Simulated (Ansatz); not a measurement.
**C3H10OSi (SMILES CC(C)(O)[SiH3]): density, localisation and related maps**

```xyz
15

C    -1.0308    0.4335    0.9933
C    -0.0795   -0.2761    0.0407
C     1.3334   -0.2981    0.6056
O    -0.5324   -1.6076   -0.2086
Si   -0.1061    0.5485   -1.6769
H    -1.0271   -0.0673    1.9699
H    -0.7356    1.4732    1.1569
H    -2.0531    0.4191    0.6100
H     1.3397   -0.7991    1.5820
H     1.7240    0.7121    0.7529
H     2.0122   -0.8395   -0.0565
H    -0.5415   -2.0832    0.6297
H     0.3504    1.9599   -1.5409
H     0.8108   -0.1664   -2.6019
H    -1.4862    0.5403   -2.2270
```

Geometry: PBE0-D4/def2-TZVP.

Theory: Ansatz, RKS PBE0-D4/def2-TZVPP.

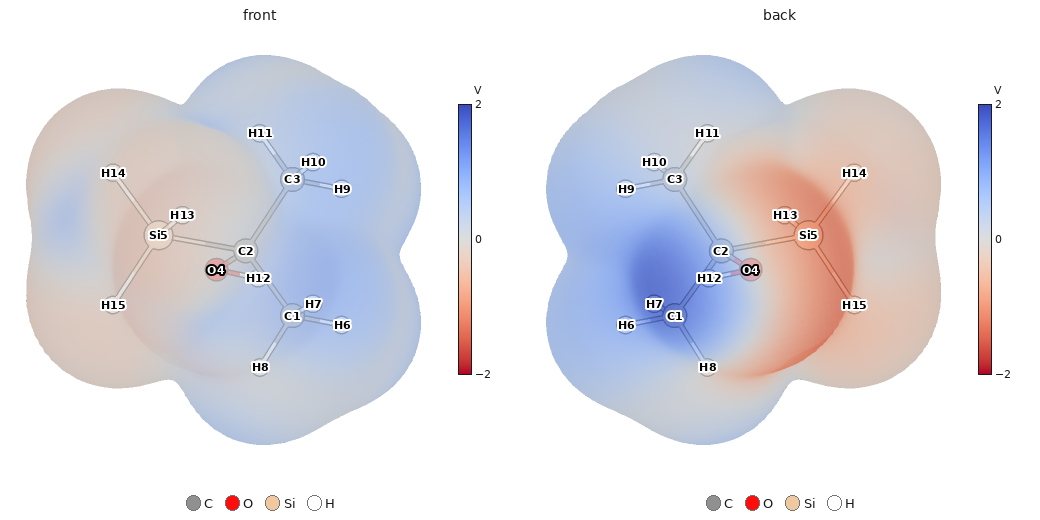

Figure 1. The electrostatic potential painted on the density surface at 0.001 e/bohr³, seen from the front and from behind; red is negative and blue positive.

Describe the electrostatic potential map.

The most negative region (about −1.3 V) lies over O4, the most positive (about +1.7 V) over H12. O4 is the likeliest acceptor of a hydrogen bond.

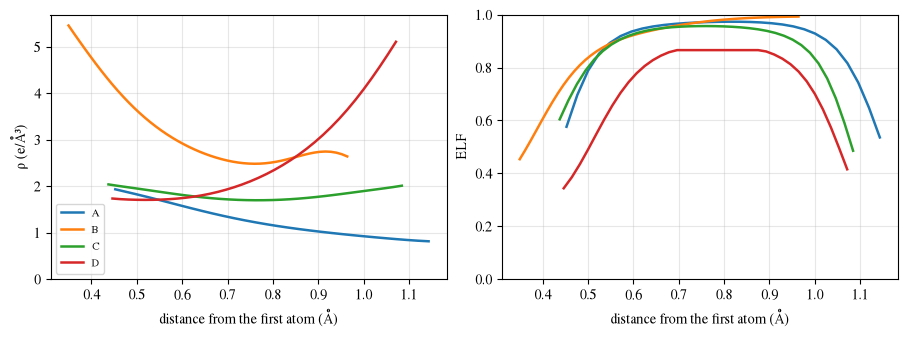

Figure 2. Total electron density and electron localisation function along straight lines between neighbouring atoms. The curves leave out the atomic cores.

Which curve belongs to which contact (C–C, C–O, C–Si and O–H)? The first atom named is at distance zero.

Curve A: C–Si (1.91 Å): ρ at the midpoint is about 0.97 e/Å³; the ELF peaks at about 1 between the atoms, as expected for localised, covalent bonding. Curve B: O–H (0.96 Å): the density is about 3.8 e/Å³ at the midpoint; the ELF climbs to about 1 towards the hydrogen, as it does in any bond to H (an ordinary covalent bond to hydrogen). Curve C: C–C (1.52 Å): ρ is about 1.7 e/Å³ halfway; the ELF peaks at about 0.95 between the atoms (a shared electron pair). Curve D: C–O (1.43 Å): ρ is about 2 e/Å³ halfway, with its minimum of 1.7 e/Å³ about 0.5 Å from C; the ELF peaks at about 0.85 between the atoms (a polar covalent bond).

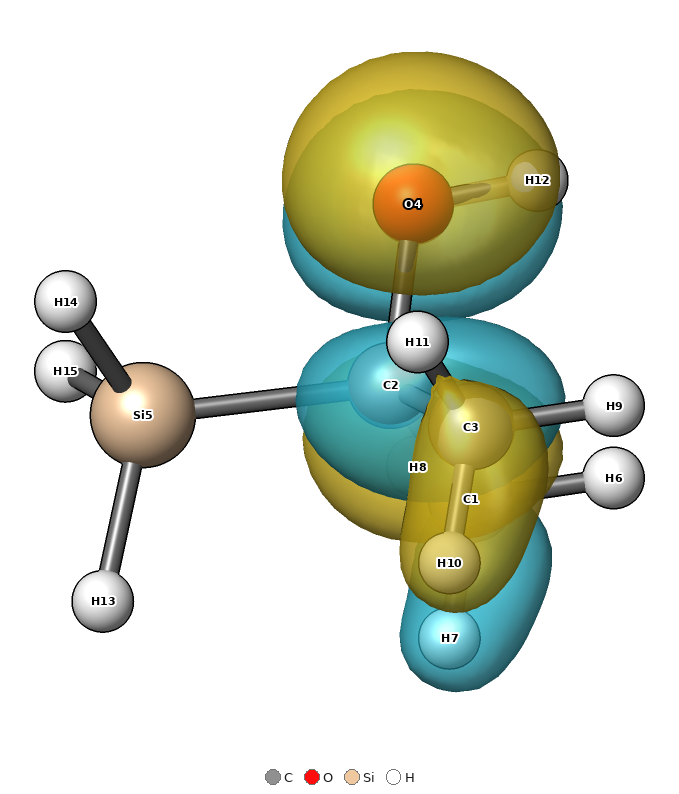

Figure 3. The HOMO at ±0.1 Å⁻³ᐟ² (yellow and cyan are the two phases), seen from one side.

Where does this orbital lie, and at what energy?

Its weight (Hirshfeld) is mainly on O4 (about 60 %), C2 (about 10 %), C1 (about 10 %) and C3 (about 10 %). Its energy is −8.02 eV.
